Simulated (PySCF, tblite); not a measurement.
# H14N3PSi4, a small molecule taken as a stand-in for a surface group (nitrogen-backed Si): NMR shifts, core binding energies and electronic excitations, part 2 of 2

tblite 0.8.0 and PySCF 2.14.0. Atoms count from 0, parts from 1. The steps go on from the part before.

### 5 Core holes by ΔSCF: SCAN, X2C

Job settings and geometry (Å):

```
{"job": {"kind": "xps", "holes": 5}, "charge": 0, "multiplicity": 1}
Si    -1.557850     2.642506    -0.260243
N     -0.584237     1.568121    -1.235538
Si     0.400578     0.310499    -0.569379
N      0.367989     0.529414     1.151928
Si    -0.405145    -0.596118     2.244246
N     -0.319213    -1.246007    -0.864775
Si     0.374804    -2.845678    -0.882872
P      2.446375     0.419692    -1.529314
H     -2.291509     3.533666    -1.210615
H     -0.744486     3.505206     0.653087
H     -2.553415     1.904693     0.574304
H     -0.551014     1.752737    -2.233476
H      0.899437     1.285404     1.573028
H     -1.856662    -0.768469     1.937960
H      0.230565    -1.950832     2.237460
H     -0.263411    -0.021924     3.617455
H     -1.288367    -1.175282    -1.168768
H      0.500267    -3.400478    -2.267561
H      1.736305    -2.748077    -0.280785
H     -0.459344    -3.798828    -0.088729
H      3.045377    -0.491785    -0.607227
H      2.819898     1.574879    -0.774614
```

With the program's defaults for keys left out, this is: delta-SCF UKS SCAN, pcX-2 on the ionised atom, pcseg-1 elsewhere, spin-free X2C.

The program printed:

```text
ground state, core basis on atom 1 (N), 233 functions
  cycle   1  E = -1674.89055898  |g| = 8.19e-01
  cycle   2  E = -1674.59514841  |g| = 1.37e+00
  cycle   3  E = -1675.02956360  |g| = 1.50e-01
  cycle   4  E = -1675.03622701  |g| = 5.52e-02
  cycle   5  E = -1675.03724822  |g| = 1.24e-02
  cycle   6  E = -1675.03727743  |g| = 7.79e-03
  cycle   7  E = -1675.03728860  |g| = 2.73e-03
  cycle   8  E = -1675.03729079  |g| = 4.78e-04
  E(ground) = -1675.19743169 Eh
hole in N 1s of atom 1
  cycle   1  E = -1659.46462935  |g| = 1.87e+00
  cycle   2  E = -1657.37249692  |g| = 2.55e+00
  cycle   3  E = -1660.01680840  |g| = 5.62e-01
  cycle   4  E = -1660.12638536  |g| = 3.54e-01
  cycle   5  E = -1660.18227166  |g| = 1.41e-01
  cycle   6  E = -1660.19119697  |g| = 3.15e-02
  cycle   7  E = -1660.19176837  |g| = 1.15e-02
  cycle   8  E = -1660.19184398  |g| = 4.92e-03
  cycle   9  E = -1660.19185623  |g| = 2.21e-03
  cycle  10  E = -1660.19185948  |g| = 7.73e-04
  cycle  11  E = -1660.19185806  |g| = 2.66e-04
  E(ion) = -1660.35018621 Eh   <S^2> = 0.7653   hole on atom = 1.000   binding energy = 404.014 eV
ground state, core basis on atom 2 (Si), 244 functions
  cycle   1  E = -1675.12935176  |g| = 2.90e-01
  cycle   2  E = -1675.12918035  |g| = 6.21e-02
  cycle   3  E = -1675.12875748  |g| = 6.55e-02
  cycle   4  E = -1675.12976351  |g| = 1.45e-02
  cycle   5  E = -1675.12981876  |g| = 3.29e-03
  cycle   6  E = -1675.12982143  |g| = 2.34e-04
  E(ground) = -1675.25006081 Eh
hole in Si 2p of atom 2
  cycle   1  E = -1670.83434462  |g| = 1.25e+00
  cycle   2  E = -1670.26537198  |g| = 1.46e+00
  cycle   3  E = -1671.07137952  |g| = 4.06e-01
  cycle   4  E = -1671.17049647  |g| = 9.96e-02
  cycle   5  E = -1671.17484707  |g| = 5.99e-02
  cycle   6  E = -1671.17669304  |g| = 1.44e-02
  cycle   7  E = -1671.17678588  |g| = 4.54e-03
  cycle   8  E = -1671.17679967  |g| = 1.64e-03
  cycle   9  E = -1671.17680093  |g| = 6.69e-04
  cycle  10  E = -1671.17679932  |g| = 1.73e-04
  E(ion) = -1671.30832603 Eh   <S^2> = 0.7514   hole on atom = 1.003   binding energy = 107.260 eV
  2p3/2 = 107.046 eV   2p1/2 = 107.670 eV
ground state, core basis on atom 3 (N), 233 functions
  cycle   1  E = -1675.03674753  |g| = 7.57e-02
  cycle   2  E = -1675.03671822  |g| = 2.47e-02
  cycle   3  E = -1675.03673654  |g| = 2.36e-02
  cycle   4  E = -1675.03690216  |g| = 2.53e-03
  cycle   5  E = -1675.03690348  |g| = 1.03e-03
  cycle   6  E = -1675.03690476  |g| = 1.55e-04
  E(ground) = -1675.19723752 Eh
hole in N 1s of atom 3
  cycle   1  E = -1659.46522216  |g| = 1.87e+00
  cycle   2  E = -1658.24595157  |g| = 2.31e+00
  cycle   3  E = -1660.06903956  |g| = 4.96e-01
  cycle   4  E = -1660.14055312  |g| = 2.93e-01
  cycle   5  E = -1660.19060448  |g| = 8.70e-02
  cycle   6  E = -1660.19346710  |g| = 3.04e-02
  cycle   7  E = -1660.19393453  |g| = 7.90e-03
  cycle   8  E = -1660.19397034  |g| = 2.64e-03
  cycle   9  E = -1660.19397340  |g| = 1.35e-03
  cycle  10  E = -1660.19397514  |g| = 6.67e-04
  cycle  11  E = -1660.19397445  |g| = 2.06e-04
  E(ion) = -1660.35288552 Eh   <S^2> = 0.7658   hole on atom = 1.000   binding energy = 403.935 eV
ground state, core basis on atom 5 (N), 233 functions
  cycle   1  E = -1675.03688653  |g| = 7.26e-02
  cycle   2  E = -1675.03687381  |g| = 1.83e-02
  cycle   3  E = -1675.03681101  |g| = 2.45e-02
  cycle   4  E = -1675.03694636  |g| = 3.36e-03
  cycle   5  E = -1675.03695135  |g| = 5.08e-04
  cycle   6  E = -1675.03695003  |g| = 9.36e-05
  E(ground) = -1675.19726942 Eh
hole in N 1s of atom 5
  cycle   1  E = -1659.46239311  |g| = 1.87e+00
  cycle   2  E = -1657.57127582  |g| = 2.50e+00
  cycle   3  E = -1660.01520906  |g| = 5.58e-01
  cycle   4  E = -1660.14274537  |g| = 2.89e-01
  cycle   5  E = -1660.18366653  |g| = 1.21e-01
  cycle   6  E = -1660.18986134  |g| = 3.29e-02
  cycle   7  E = -1660.19042087  |g| = 1.09e-02
  cycle   8  E = -1660.19049806  |g| = 3.31e-03
  cycle   9  E = -1660.19050462  |g| = 1.38e-03
  cycle  10  E = -1660.19050493  |g| = 7.10e-04
  cycle  11  E = -1660.19050516  |g| = 4.09e-04
  E(ion) = -1660.34933523 Eh   <S^2> = 0.7658   hole on atom = 1.000   binding energy = 404.033 eV
ground state, core basis on atom 7 (P), 244 functions
  cycle   1  E = -1675.13415539  |g| = 3.40e-01
  cycle   2  E = -1675.13401265  |g| = 3.94e-02
  cycle   3  E = -1675.13352357  |g| = 5.84e-02
  cycle   4  E = -1675.13451510  |g| = 8.37e-03
  cycle   5  E = -1675.13452887  |g| = 3.67e-03
  cycle   6  E = -1675.13452805  |g| = 2.16e-04
  E(ground) = -1675.26675272 Eh
hole in P 2p of atom 7
  cycle   1  E = -1669.72069225  |g| = 1.38e+00
  cycle   2  E = -1666.62555218  |g| = 2.15e+00
  cycle   3  E = -1669.72094693  |g| = 7.50e-01
  cycle   4  E = -1670.08250927  |g| = 2.59e-01
  cycle   5  E = -1670.10539456  |g| = 1.57e-01
  cycle   6  E = -1670.11815768  |g| = 3.27e-02
  cycle   7  E = -1670.11851445  |g| = 2.22e-02
  cycle   8  E = -1670.11874014  |g| = 5.20e-03
  cycle   9  E = -1670.11875365  |g| = 2.06e-03
  cycle  10  E = -1670.11875557  |g| = 6.12e-04
  cycle  11  E = -1670.11875690  |g| = 4.44e-04
  E(ion) = -1670.26169831 Eh   <S^2> = 0.7538   hole on atom = 1.002   binding energy = 136.194 eV
  2p3/2 = 135.959 eV   2p1/2 = 136.850 eV
```

Wall time 5.1 min (1 thread of AMD EPYC, shared host); peak memory 1.2 GiB.

Binding energies by hole, beside the orbital energy of the ground state; the difference holds orbital relaxation and, for a density functional, its self-interaction error:

```csv
hole,stands for,environment,ΔSCF (eV; 2p as the shell's mean),−ε (eV),⟨S²⟩
N1s on N1,N1,"nitrogen bonded to 2 Si, H",404.01,385.6,0.765
Si2p on Si2,Si2,"silicon bonded to 3 N, P",107.25,97.0,0.751
N1s on N3,N3,"nitrogen bonded to 2 Si, H",403.94,385.6,0.766
N1s on N5,N5,"nitrogen bonded to 2 Si, H",404.03,385.7,0.766
P2p on P7,P7,"phosphorus bonded to Si, 2 H",136.26,125.5,0.754
```

With the spin-orbit splitting: Si2 2p3/2 107.05, 2p1/2 107.67 eV; P7 2p3/2 135.96, 2p1/2 136.85 eV. The table gives each 2p level as the mean over the whole 2p shell (two parts 2p3/2, one part 2p1/2), which differs a little from the single hole in the log.

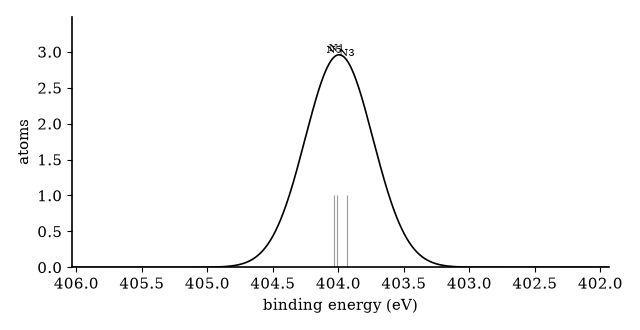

The N1s photoelectron lines, weighted by the number of atoms. Lines are broadened to a width of 0.60 eV (Gaussian).

### 6 Ultraviolet spectrum: CAM-B3LYP/def2-SVPD

The job, as its differences from that of step 5:

```diff
@@ -1,2 +1,2 @@
-{"job": {"kind": "xps", "holes": 5}, "charge": 0, "multiplicity": 1}
+{"job": {"kind": "uv", "xc": "CAM-B3LYP", "basis": "def2-SVPD", "nstates": 6, "ntriplets": 2, "ip": true}, "charge": 0, "multiplicity": 1}
 Si    -1.557850     2.642506    -0.260243
```

Level: TDDFT CAM-B3LYP/def2-SVPD, vertical, gas phase, core orbitals frozen in the response.

The program printed:

```text
coarse grid: 19992 points
cycle   1  E = -1671.2223479756  dE =  2.803e-01  |g| = 6.682e-01  |ddm| = 7.049e+00
cycle   2  E = -1671.2031976177  dE =  1.915e-02  |g| = 7.470e-01  |ddm| = 1.866e+00
cycle   3  E = -1671.3232708535  dE = -1.201e-01  |g| = 6.726e-02  |ddm| = 9.184e-01
cycle   4  E = -1671.3245205236  dE = -1.250e-03  |g| = 2.283e-02  |ddm| = 2.236e-01
cycle   5  E = -1671.3246966611  dE = -1.761e-04  |g| = 4.908e-03  |ddm| = 6.708e-02
cycle   6  E = -1671.3247037878  dE = -7.127e-06  |g| = 1.377e-03  |ddm| = 1.473e-02
final grid: 167816 points
cycle   7  E = -1671.5241480305  dE = -1.639e-05  |g| = 3.379e-03  |ddm| = 7.468e-02
cycle   8  E = -1671.5241470017  dE =  1.029e-06  |g| = 4.148e-03  |ddm| = 1.165e-02
cycle   9  E = -1671.5241506607  dE = -3.659e-06  |g| = 1.769e-04  |ddm| = 4.233e-03
cycle  10  E = -1671.5241506714  dE = -1.076e-08  |g| = 1.106e-04  |ddm| = 9.249e-04
cycle  11  E = -1671.5241506750  dE = -3.559e-09  |g| = 2.417e-05  |ddm| = 3.147e-04
cycle  12  E = -1671.5241506751  dE = -1.528e-10  |g| = 1.142e-05  |ddm| = 6.245e-05
converged SCF energy = -1671.5241506751

Static polarisability (au): isotropic 153.458, principal 137.270 157.673 165.433

Singlet excitations
state   eV       nm        f      main configurations
  1   6.1378    202.0   0.01776   H->L 0.81
  2   6.2435    198.6   0.00601   H->L+1 0.48, H->L+3 0.15, H->L+2 0.09
  3   6.5996    187.9   0.00908   H-1->L 0.58
  4   6.6813    185.6   0.00713   H-2->L 0.46, H-1->L+1 0.15, H->L+4 0.12
  5   6.8278    181.6   0.05420   H->L+3 0.19, H-3->L 0.18, H->L+2 0.17
  6   7.1610    173.1   0.10711   H->L+4 0.24

Triplet excitations (Tamm-Dancoff, eV): 5.5896 5.6571
Vertical ionisation energy (delta-SCF) = 8.8294 eV
```

It took 29 min on 1 thread of AMD EPYC, shared host; peak memory 2.1 GiB.

The orbitals next to the gap, with their largest atomic shares:

```
orbital     eV                        atoms
 HOMO−3  -9.55    N3 28 %, P7 24 %, Si4 9 %
 HOMO−2  -9.24    N5 29 %, N1 20 %, Si6 7 %
 HOMO−1  -9.02    N1 22 %, N5 20 %, P7 12 %
   HOMO  -8.29     P7 37 %, N3 19 %, N1 9 %
   LUMO   0.60  Si0 13 %, Si2 12 %, Si6 9 %
 LUMO+1   1.19   P7 14 %, Si6 10 %, Si4 9 %
 LUMO+2   1.34   Si0 18 %, Si4 14 %, P7 9 %
```

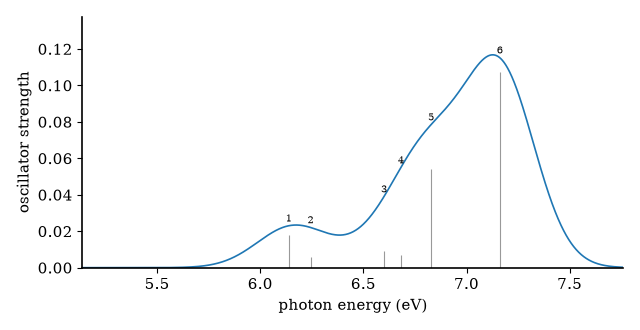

Absorption spectrum from the 6 singlet states computed; above the last one it falls off for lack of states. Lines are broadened to a width of 0.40 eV (Gaussian).

Ground-state properties from the same run:

| property | computed |
| --- | --- |
| dipole moment (D) | 0.61 |
| polarisability (Å³) | 22.74 |
| HOMO–LUMO gap (eV) | 8.89 |
| −ε(HOMO) (eV) | 8.29 |

### 7 Results

This closing draws on all 2 parts.

```
                                                     quantity                                                                                   value
                                                  point group                                                                                      C1
                         rotational constants (main isotopes)                                                                    0.87, 0.63, 0.49 GHz
                   $^{1}$H shifts against TMS (PBE0/pcSseg-1)  4.77, 4.73, 4.69, 4.69, 4.63, 4.60, 4.58, 4.57, 4.53, 2.00, 1.47, 0.36, 0.29, 0.12 ppm
                 $^{29}$Si shifts against TMS (PBE0/pcSseg-1)                                                           -7.9, -55.5, -56.9, -58.3 ppm
                  $^{15}$N shifts against NH3 (PBE0/pcSseg-1)                                                                    36.0, 32.7, 31.1 ppm
                $^{31}$P shifts against H3PO4 (PBE0/pcSseg-1)                                                                              -266.0 ppm
                             N1s binding energies, SCAN/pcX-2                                                      N5 404.03, N1 404.01, N3 403.94 eV
Si2p binding energies, SCAN/pcX-2 (standing for 1 of 4 atoms)                                                                           Si2 107.25 eV
                             P2p binding energies, SCAN/pcX-2                                                                            P7 136.26 eV
                         lowest singlet (CAM-B3LYP/def2-SVPD)                                                             6.14 eV (202 nm), f = 0.018
                     brightest single state of those computed                                                             state 6, 7.16 eV, f = 0.107
                                               lowest triplet                                                                                 5.59 eV
                            vertical ionisation energy (ΔSCF)                                                                                 8.83 eV
```

**Reading.** Over 34 steps the energy fell by 0.564 eV; of the close pairs, P7–H21 changed most, 1.366 to 1.430 Å (PBE0/def2-SVP). The N1s levels kept as sound span 0.10 eV, from N3 (nitrogen bonded to 2 Si, H) up to N5 (nitrogen bonded to 2 Si, H). The lowest singlet, at 6.14 eV, is HOMO→LUMO 0.81 and is weak; of the 6 states computed, the strongest absorption comes from state 6 at 7.16 eV (the last computed, so partners may be missing). The lowest triplet lies 0.55 eV below the lowest singlet (triplets in Tamm-Dancoff, singlets in full TDDFT). The orbital energy would give 8.29 eV for ionisation, ΔSCF gives 8.83 eV. A capped cluster stands for the solid here, so long-range fields and strain are missing, and bands or shifts of the capping hydrogens have no counterpart in it.
